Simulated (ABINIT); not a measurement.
**Converging GW for ZnSe (Stilleite) in ABINIT**

What does each rung of G0W0 on ZnSe (Stilleite) cost, and what does it buy?

Main program and level: ABINIT 10.8.3; LDA and many-body steps on it, plane waves.

## 1. The starting structure

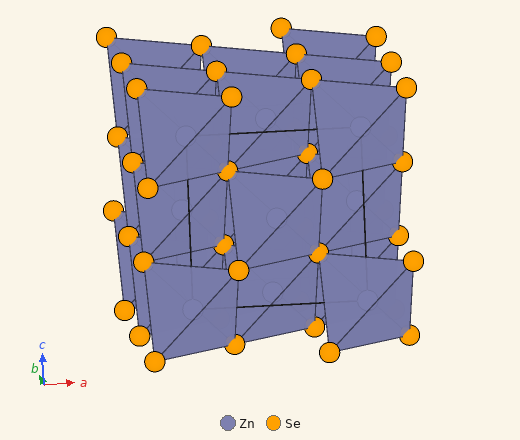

Start, viewed slightly off an axis; zinc blue, selenium orange. 1×2×1 cells are drawn. This picture shows the conventional cell, with its axes. Some periodic images of atoms are drawn too.

The cell and positions come from the Crystallography Open Database and are kept as given unless a step says otherwise.

## 2. Empty states on the mesh, 4×4×4 mesh, 856 bands

This step: ABINIT 10.8.3; DFT, LDA, plane waves, norm-conserving pseudopotentials.

The sums over transitions need many empty states on a uniform mesh; this step solves for them.

run.abi reads:

```
acell 3*1.0 Angstrom
rprim 
  -0.000000000000 2.833800000000 2.833800000000
  2.833800000000 -0.000000000000 2.833800000000
  2.833800000000 2.833800000000 0.000000000000
ntypat 2
znucl 30 34
natom 2
typat 1 2
xred 
  0.000000000000 0.000000000000 0.000000000000
  0.250000000000 0.250000000000 0.250000000000
pp_dirpath "pseudos"
pseudos "Zn.upf, Se.upf"
ecut 48
ngkpt 4 4 4
nshiftk 1
shiftk 0 0 0
kptopt 1
chksymbreak 0
irdden 1
istwfk *1
nband 856
prtvol 0
optdriver 6
gwr_task "HDIAGO"
paral_kgb 0
occopt 1
indata_prefix "in"
outdata_prefix "out"
tmpdata_prefix "tmp"
```

Command:

```
$ OMP_NUM_THREADS=1 mpirun -n 4 abinit run.abi > log
```

What it wrote:

```text
.Version 10.8.3 of ABINIT. v10.8.2 released Aug 2026.

 Symmetries : space group F-4 3 m (#216); Bravais cF (face-center cubic)
[... echo of the input left out ...]
== DATASET  1 ==================================================================
-   mpi_nproc: 4, omp_nthreads: 1 (-1 if OMP is not activated)

--- !DatasetInfo
iteration_state: {dtset: 1, }
dimensions: {natom: 2, nkpt: 8, mband: 856, nsppol: 1, nspinor: 1, nspden: 1, mpw: 4910, }
cutoff_energies: {ecut:  48.0, pawecutdg:  -1.0, }
[...]
Direct band gap semiconductor
 Fundamental gap:     1.028 (eV)
   VBM:     3.802 (eV) at k: [ 0.0000E+00,  0.0000E+00,  0.0000E+00]
   CBM:     4.829 (eV) at k: [ 0.0000E+00,  0.0000E+00,  0.0000E+00]
 Direct gap:         1.028 (eV) at k: [ 0.0000E+00,  0.0000E+00,  0.0000E+00]

== END DATASET(S) ==============================================================
================================================================================

 -outvars: echo values of variables after computation  --------
           etotal      0.0000000000E+00
            nband         856
             nkpt           8
          spgroup         216
 [... the other variables as echoed above ...]

 Calculation completed.
```

Wall time 2.4 min (4 MPI ranks of Arm Neoverse V2, shared host); peak memory 5.6 GiB.

Numbers from this step:

```yaml
gap: 1.028 eV
k_of_the_valence_top: 0, 0, 0
k_of_the_conduction_bottom: 0, 0, 0
least_direct_gap: 1.028 eV
k_points_computed: 8
lowest_point_of_the_top_converged_band_above_the_valence_top: 384.5213 eV
```

On this mesh the gap is 1.028 eV.

The density comes from a self-consistent run that is not shown.

## 3. Screening, 4×4×4 mesh, 125 bands, screening to 125.2 eV

The RPA dielectric matrix is built and inverted for each q.

This step: RPA screening on LDA, plane waves, norm-conserving pseudopotentials.

Changes to run.abi since step 2:

```diff
@@ -20,10 +20,11 @@
 chksymbreak 0
-irdden 1
 istwfk *1
-nband 856
-prtvol 0
-optdriver 6
-gwr_task "HDIAGO"
-paral_kgb 0
 occopt 1
+irdwfk 1
+optdriver 3
+nband 125
+ecuteps 4.6
+inclvkb 2
+awtr 1
+symchi 1
 indata_prefix "in"
```

What it wrote:

```text
.Version 10.8.3 of ABINIT. v10.8.2 released Aug 2026.

 Symmetries : space group F-4 3 m (#216); Bravais cF (face-center cubic)
[... echo of the input left out ...]
== DATASET  1 ==================================================================
-   mpi_nproc: 4, omp_nthreads: 1 (-1 if OMP is not activated)

--- !DatasetInfo
iteration_state: {dtset: 1, }
dimensions: {natom: 2, nkpt: 8, mband: 125, nsppol: 1, nspinor: 1, nspden: 1, mpw: 4910, }
cutoff_energies: {ecut:  48.0, pawecutdg:  -1.0, }
electrons: {nelect:   4.40000000E+01, charge:   0.00000000E+00, occopt:   1.00000000E+00, tsmear:   1.00000000E-02, }

 SCREENING: Calculation of the susceptibility and dielectric matrices

 Based on a program developped by R.W. Godby, V. Olevano, G. Onida, and L. Reining.
 Incorporated in ABINIT by V. Olevano, G.-M. Rignanese, and M. Torrent.
.Using double precision arithmetic ; gwpc =  8

[... cell and pseudopotentials left out ...]
--------------------------------------------------------------------------------

 ==== K-mesh for the wavefunctions ====
 Number of points in the irreducible wedge :     8
[... list of points left out ...]
 Together with 24 symmetry operations and time-reversal symmetry
 yields    64 points in the full Brillouin Zone.

 ==== Q-mesh for the screening function ====
 Number of points in the irreducible wedge :     8
[... list of points left out ...]
 Together with 24 symmetry operations and time-reversal symmetry
 yields    64 points in the full Brillouin Zone.

 setmesh: FFT mesh size selected  =    32x   32x   32
          total number of points  =        32768

 vcoul_init : cutoff-mode = AUXILIARY_FUNCTION
 q-points for optical limit:   1
     1)      0.000010    0.000020    0.000030

- screening: taking advantage of time-reversal symmetry
- Maximum band index for partially occupied states nbvw = 22
- Remaining bands to be divided among processors   nbcw = 103
- Number of bands treated by each node ~25

 Number of electrons calculated from density =   44.0000; Expected =   44.0000
 average of density, n =  0.143258
 r_s =    1.1856
 omega_plasma =   36.5103 [eV]

 calculating chi0 at frequencies [eV] :
  1    0.000000E+00    0.000000E+00
  2    0.000000E+00    3.651025E+01

--------------------------------------------------------------------------------
  q-point number  1        q = ( 0.000000, 0.000000, 0.000000) [r.l.u.]
--------------------------------------------------------------------------------
[... chi0 elements left out ...]
 For q-point:  0.000010 0.000020 0.000030
  dielectric constant =  19.5487
  dielectric constant without local fields =  20.6467

  Average fulfillment of the sum rule on Im[epsilon] for q-point    1 :     38.53  [%]
[... wings left out ...]
  q-point number  2        q = ( 0.250000, 0.000000, 0.000000) [r.l.u.]
--------------------------------------------------------------------------------
[... chi0 elements left out ...]
  Average fulfillment of the sum rule on Im[epsilon] for q-point    2 :     45.08  [%]

 [... 6 further q-points ...]
```

Elapsed: 43 s, on 4 MPI ranks; peak memory 1.2 GiB.

This step gave:

```yaml
eps_infinity_with_local_fields_on_this_mesh_along_the_program_s_q_direction: 19.55
the_same_without_local_fields: 20.65
plasma_frequency: 36.51 eV
plane_waves_in_the_screening_matrix: 137
```

Local fields lower ε∞ by 5 %. On a Γ-centred mesh this coarse the value itself is usually too large, while a short band sum pulls it down.

## 4. 125 bands, 125.2 eV

The self-energy is evaluated for the states that the input lists, and the levels follow from it, in one-shot runs by the linearised quasiparticle equation.

This step: G0W0 on LDA, plane waves, norm-conserving pseudopotentials.

Changes to run.abi since step 3:

```diff
@@ -23,8 +23,19 @@
 irdwfk 1
-optdriver 3
+optdriver 4
 nband 125
+gwcalctyp 0
+ecutsigx 48
+symsigma 1
+nkptgw 3
+kptgw 
+  0.0000000000 0.0000000000 0.0000000000
+  0.5000000000 0.0000000000 0.0000000000
+  0.5000000000 0.5000000000 0.0000000000
+bdgw 
+  20 26
+  21 25
+  21 24
 ecuteps 4.6
-inclvkb 2
-awtr 1
-symchi 1
+irdscr 1
+ppmodel 1
 indata_prefix "in"
```

What it wrote:

```text
.Version 10.8.3 of ABINIT. v10.8.2 released Aug 2026.

 Symmetries : space group F-4 3 m (#216); Bravais cF (face-center cubic)
[... echo of the input left out ...]
== DATASET  1 ==================================================================
-   mpi_nproc: 4, omp_nthreads: 1 (-1 if OMP is not activated)

--- !DatasetInfo
iteration_state: {dtset: 1, }
dimensions: {natom: 2, nkpt: 8, mband: 125, nsppol: 1, nspinor: 1, nspden: 1, mpw: 4910, }
cutoff_energies: {ecut:  48.0, pawecutdg:  -1.0, }
electrons: {nelect:   4.40000000E+01, charge:   0.00000000E+00, occopt:   1.00000000E+00, tsmear:   1.00000000E-02, }

 SIGMA: Calculation of the GW corrections

 Based on a program developped by R.W. Godby, V. Olevano, G. Onida, and L. Reining.
 Incorporated in ABINIT by V. Olevano, G.-M. Rignanese, and M. Torrent.
.Using double precision arithmetic ; gwpc =  8

[... cell and pseudopotentials left out ...]
--------------------------------------------------------------------------------

 ==== K-mesh for the wavefunctions ====
 Number of points in the irreducible wedge :     8
[... list of points left out ...]
 Together with 24 symmetry operations and time-reversal symmetry
 yields    64 points in the full Brillouin Zone.

 ==== Q-mesh for screening function ====
 Number of points in the irreducible wedge :     8
[... list of points left out ...]
 Together with 24 symmetry operations and time-reversal symmetry
 yields    64 points in the full Brillouin Zone.

 vcoul_init : cutoff-mode = AUXILIARY_FUNCTION
 q-points for optical limit:   1
     1)      0.000010    0.000020    0.000030
 setmesh: FFT mesh size selected  =    48x   48x   48
          total number of points  =       110592

 Number of electrons calculated from density =   44.0000; Expected =   44.0000
 average of density, n =  0.143258
 r_s =    1.1856
 omega_plasma =   36.5103 [eV]

 === KS Band Gaps ===
  >>>> For spin  1
   Minimum direct gap =   1.0276 [eV], located at k-point      :   0.0000  0.0000  0.0000
   Fundamental gap    =   1.0276 [eV], Top of valence bands at :   0.0000  0.0000  0.0000
                                       Bottom of conduction at :   0.0000  0.0000  0.0000
 SIGMA fundamental parameters:
 PLASMON POLE MODEL  1
 number of plane-waves for SigmaX                 4909
 number of plane-waves for SigmaC and W            137
 number of plane-waves for wavefunctions          4909
 number of bands                                   125
 number of independent spin polarizations            1
 number of spinorial components                      1
 number of k-points in IBZ                           8
 number of q-points in IBZ                           8
 number of symmetry operations                      24
 number of k-points in BZ                           64
 number of q-points in BZ                           64
 number of frequencies for dSigma/dE                 9
 frequency step for dSigma/dE [eV]                0.25
 number of omega for Sigma on real axis              0
 max omega for Sigma on real axis  [eV]           0.00
 zcut for avoiding poles [eV]                     0.10

 EPSILON^-1 parameters (SCR file):
 dimension of the eps^-1 matrix on file            137
 dimension of the eps^-1 matrix used               137
 number of plane-waves for wavefunctions          4909
 number of bands                                   125
 number of q-points in IBZ                           8
 number of frequencies                               2
 number of real frequencies                          1
 number of imag frequencies                          1

 matrix elements of self-energy operator (all in [eV])

 Perturbative Calculation

--- !SelfEnergy_ee
iteration_state: {dtset: 1, }
kpoint     : [   0.000,    0.000,    0.000, ]
spin       : 1
KS_gap     :    1.028
QP_gap     :    1.985
Delta_QP_KS:    0.958
data: !SigmaeeData |
     Band     E0 <VxcDFT>   SigX SigC(E0)      Z dSigC/dE  Sig(E)    E-E0       E
       20   3.802 -17.355 -19.743   2.035   0.799  -0.252 -17.637  -0.282   3.519
       21   3.802 -17.355 -19.743   2.035   0.799  -0.252 -17.637  -0.282   3.519
       22   3.802 -17.355 -19.743   2.035   0.799  -0.252 -17.637  -0.282   3.519
       23   4.829 -13.539  -8.957  -3.753   0.815  -0.227 -12.864   0.675   5.504
       24   9.519 -11.485  -6.276  -4.434   0.811  -0.233 -10.856   0.629  10.148
       25   9.519 -11.485  -6.276  -4.434   0.811  -0.233 -10.856   0.629  10.148
[...]
--- !SelfEnergy_ee
iteration_state: {dtset: 1, }
kpoint     : [   0.500,    0.000,    0.000, ]
spin       : 1
KS_gap     :    3.225
QP_gap     :    4.226
Delta_QP_KS:    1.001
data: !SigmaeeData |
     Band     E0 <VxcDFT>   SigX SigC(E0)      Z dSigC/dE  Sig(E)    E-E0       E
[...]
--- !SelfEnergy_ee
iteration_state: {dtset: 1, }
kpoint     : [   0.500,    0.500,    0.000, ]
spin       : 1
KS_gap     :    5.014
QP_gap     :    5.828
Delta_QP_KS:    0.814
data: !SigmaeeData |
     Band     E0 <VxcDFT>   SigX SigC(E0)      Z dSigC/dE  Sig(E)    E-E0       E
[...]
22   1.602 -14.260 -17.160   2.287   0.792  -0.262 -14.746  -0.486   1.116
       23   6.616 -10.365  -6.191  -3.776   0.823  -0.214 -10.037   0.328   6.944
       24   7.127 -12.503  -7.916  -3.908   0.815  -0.227 -11.949   0.554   7.681

== END DATASET(S) ==============================================================
================================================================================

 -outvars: echo values of variables after computation  --------
           etotal      0.0000000000E+00
            nband         125
             nkpt           8
          spgroup         216
 [... the other variables as echoed above ...]

 Calculation completed.
```

Wall time 9.4 s (4 MPI ranks); peak memory 1 GiB.

This step gave:

```
G0W0 gap on the points computed              : 1.985 eV
starting gap on the mesh                     : 1.028 eV
k of the valence top                         : 0, 0, 0
k of the conduction bottom                   : 0, 0, 0
Z at the valence top                         : 0.799
Z at the conduction bottom                   : 0.815
least direct G0W0 gap on the computed points : 1.985 eV
```

The gap on the mesh goes from 1.03 eV to 1.98 eV, a correction of +0.96 eV.

## 5. Screening, 4×4×4 mesh, 185 bands, screening to 170.3 eV

This step: RPA screening on LDA, plane waves, norm-conserving pseudopotentials.

Changes to run.abi since step 4:

```diff
@@ -23,19 +23,8 @@
 irdwfk 1
-optdriver 4
-nband 125
-gwcalctyp 0
-ecutsigx 48
-symsigma 1
-nkptgw 3
-kptgw 
-  0.0000000000 0.0000000000 0.0000000000
-  0.5000000000 0.0000000000 0.0000000000
-  0.5000000000 0.5000000000 0.0000000000
-bdgw 
-  20 26
-  21 25
-  21 24
-ecuteps 4.6
-irdscr 1
-ppmodel 1
+optdriver 3
+nband 185
+ecuteps 6.26
+inclvkb 2
+awtr 1
+symchi 1
 indata_prefix "in"
```

What it wrote:

```text
.Version 10.8.3 of ABINIT. v10.8.2 released Aug 2026.

 Symmetries : space group F-4 3 m (#216); Bravais cF (face-center cubic)
[... echo of the input left out ...]
== DATASET  1 ==================================================================
-   mpi_nproc: 4, omp_nthreads: 1 (-1 if OMP is not activated)

--- !DatasetInfo
iteration_state: {dtset: 1, }
dimensions: {natom: 2, nkpt: 8, mband: 185, nsppol: 1, nspinor: 1, nspden: 1, mpw: 4910, }
cutoff_energies: {ecut:  48.0, pawecutdg:  -1.0, }
electrons: {nelect:   4.40000000E+01, charge:   0.00000000E+00, occopt:   1.00000000E+00, tsmear:   1.00000000E-02, }

 SCREENING: Calculation of the susceptibility and dielectric matrices

 Based on a program developped by R.W. Godby, V. Olevano, G. Onida, and L. Reining.
 Incorporated in ABINIT by V. Olevano, G.-M. Rignanese, and M. Torrent.
.Using double precision arithmetic ; gwpc =  8

[... cell and pseudopotentials left out ...]
--------------------------------------------------------------------------------

 ==== K-mesh for the wavefunctions ====
 Number of points in the irreducible wedge :     8
[... list of points left out ...]
 Together with 24 symmetry operations and time-reversal symmetry
 yields    64 points in the full Brillouin Zone.

 ==== Q-mesh for the screening function ====
 Number of points in the irreducible wedge :     8
[... list of points left out ...]
 Together with 24 symmetry operations and time-reversal symmetry
 yields    64 points in the full Brillouin Zone.

 setmesh: FFT mesh size selected  =    32x   32x   32
          total number of points  =        32768

 vcoul_init : cutoff-mode = AUXILIARY_FUNCTION
 q-points for optical limit:   1
     1)      0.000010    0.000020    0.000030

- screening: taking advantage of time-reversal symmetry
- Maximum band index for partially occupied states nbvw = 22
- Remaining bands to be divided among processors   nbcw = 163
- Number of bands treated by each node ~40

 Number of electrons calculated from density =   44.0000; Expected =   44.0000
 average of density, n =  0.143258
 r_s =    1.1856
 omega_plasma =   36.5103 [eV]

 calculating chi0 at frequencies [eV] :
  1    0.000000E+00    0.000000E+00
  2    0.000000E+00    3.651025E+01

--------------------------------------------------------------------------------
  q-point number  1        q = ( 0.000000, 0.000000, 0.000000) [r.l.u.]
--------------------------------------------------------------------------------
[... chi0 elements left out ...]
 For q-point:  0.000010 0.000020 0.000030
  dielectric constant =  19.5685
  dielectric constant without local fields =  20.6567

  Average fulfillment of the sum rule on Im[epsilon] for q-point    1 :     49.84  [%]
[... wings left out ...]
  q-point number  2        q = ( 0.250000, 0.000000, 0.000000) [r.l.u.]
--------------------------------------------------------------------------------
[... chi0 elements left out ...]
  Average fulfillment of the sum rule on Im[epsilon] for q-point    2 :     57.45  [%]

 [... 6 further q-points ...]
```

Run time: 83 s. Hardware: 4 MPI ranks; peak memory 1.5 GiB; 5.5 min of CPU time.

Numbers from this step:

* ε∞ with local fields, on this mesh, along the program's q direction: 19.57
* the same without local fields: 20.66
* plasma frequency: 36.51 eV
* plane waves in the screening matrix: 259

(Part 1 of 2 ends here.)

[Paths, hosts, dates, memory and timing lines, banners, echoed tables and standing remarks are left out of the program output.]

[Logs are printed without paths, hosts, clocks, repeated set-up lines and the standing remarks that a program may print on its own settings, such as how far it seeks lower states.]

[Runs of the session that timed out or met a known fault of the program may be left out.]

[Hosts, paths, dates, database ids (printed as entryN), source tags and the programs' standing remarks are cut or masked in the printed files.]

[G0W0 gaps are taken among the corrected bands and points alone; a level outside them can change the order at an edge.]

[Where Ansatz stands beside ABINIT at settings called matched, ABINIT's density can come from a denser mesh and the files from another edition; pairs whose starting gaps differed by over 0.03 eV were left out, so agreement reads better than it is.]
